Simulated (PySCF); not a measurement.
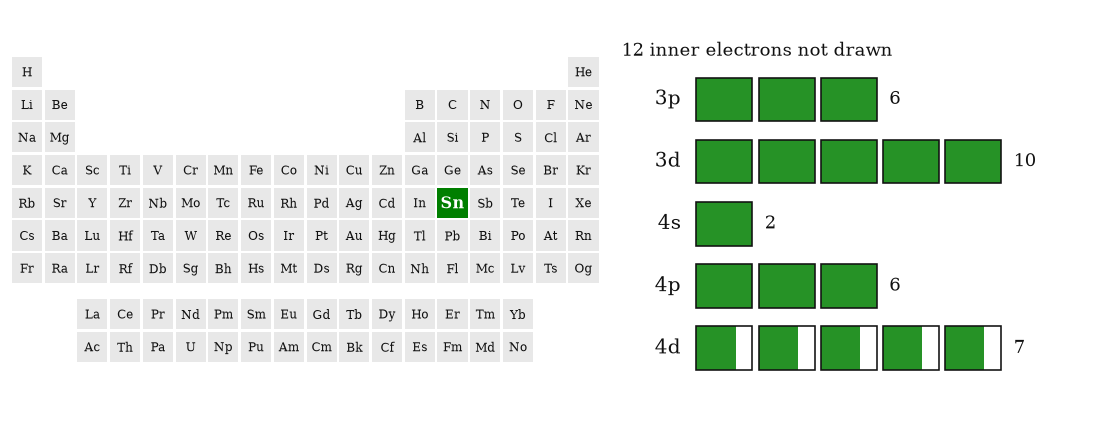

Left, the place of tin in the periodic table; right, the outer shells of the nominal configuration: a box for each of the 2l + 1 orbitals, shaded by the share of the shell that is filled, with the electron count at the right.

**Atomic calculation for Sn⁷⁺**

- system: Sn⁷⁺, configuration 1s2 2s2 2p6 3s2 3p6 3d10 4s2 4p6 4d7, multiplicity 4.
- method: unrestricted HF, def2-SVP with ECP28, scalar-relativistic core potential (PySCF)

**The input**
```python
from pyscf import gto, scf, dft, mp, cc
import basis_set_exchange as bse
txt = bse.get_basis("def2-SVP", elements=["Sn"], fmt="nwchem", header=False)
cut = txt.index("\nECP")
mol = gto.M(atom="Sn 0 0 0", charge=7, spin=3, symmetry="D2h",
            basis=gto.basis.parse(txt[:cut]),
            ecp={"Sn": gto.basis.parse_ecp(txt[cut:])})
mf = scf.UHF(mol)
mf.irrep_nelec = {'Ag': (3, 2), 'B1g': (1, 1), 'B2g': (1, 0), 'B3g': (1, 0), 'B1u': (1, 1), 'B2u': (1, 1), 'B3u': (1, 1)}
mf.kernel()
```

The script is an equivalent of what the driver set up; the driver started from orbitals of its own, so the log can be shorter than this script's would be, and it computed the properties (radii, ⟨L²⟩, response) afterwards. It held the occupations shell by shell, which the script's counts by irreducible representation don't always enforce.

Hardware: 1 thread of Arm Neoverse V1, 23 GiB of memory available, shared host.

Launched within a batch (the task file carries these settings):
```bash
OMP_NUM_THREADS=1 python <driver script> TASK.json OUT
```

**The program's output (extracts)**
```
damping factor = 0
level_shift factor = 0
DIIS = <class 'pyscf.scf.diis.CDIIS'>
diis_start_cycle = 1
diis_space = 10
diis_damp = 0
SCF conv_tol = 1e-09
SCF conv_tol_grad = None
number electrons alpha = 9  beta = 6
cycle= 1 E= -199.408987530979  delta_E= -1.96e-12  |g|= 4.61e-07  |ddm|= 9.53e-07
converged SCF energy = -199.408987530979  <S^2> = 3.7500364  2S+1 = 4.0000182
```

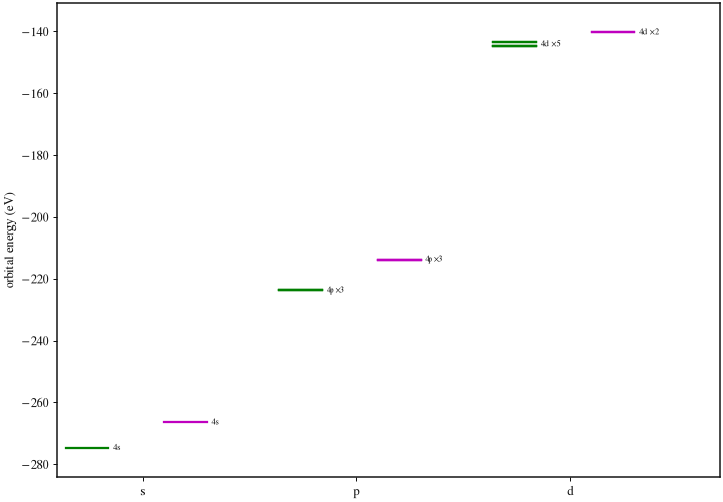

Orbital energies of the mean field, from the top down to −274.7 eV, by angular momentum, α spin at the left of each column and β at the right; ×n counts the orbitals under one label. The highest filled orbital is 4d β at −140.3 eV, the lowest empty one d β at −116.9 eV.

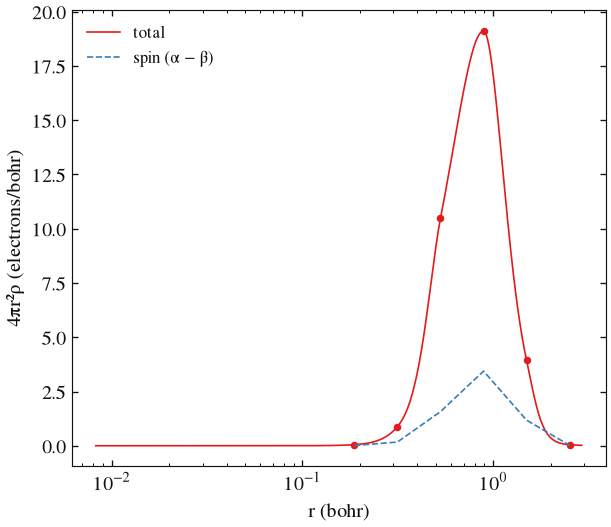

Spherically averaged radial density 4πr²ρ of the mean field (valence electrons alone, under a core potential) and its spin part; markers are the stored points, which are sparse, and the line is a monotone interpolation between them. The largest stored value is 19.1 electrons/bohr at r = 0.89 bohr. Root-mean-square radii of the shells: 4s 0.866, 4p 0.928, 4d 1.11 bohr.

**Outcome**

```tsv
quantity	value
outcome	converged
total energy (valence electrons, under a core potential)	−199.408988 hartree
⟨S²⟩	3.750
⟨L²⟩	12.00
SCF iterations	1
```

**What is odd here**

One thing in this input was made odd on purpose: basis of the neutral atom used for a highly charged ion. The program ran to the end. Its numbers are those of this setting; this run alone doesn't show how far the oddity moves them.
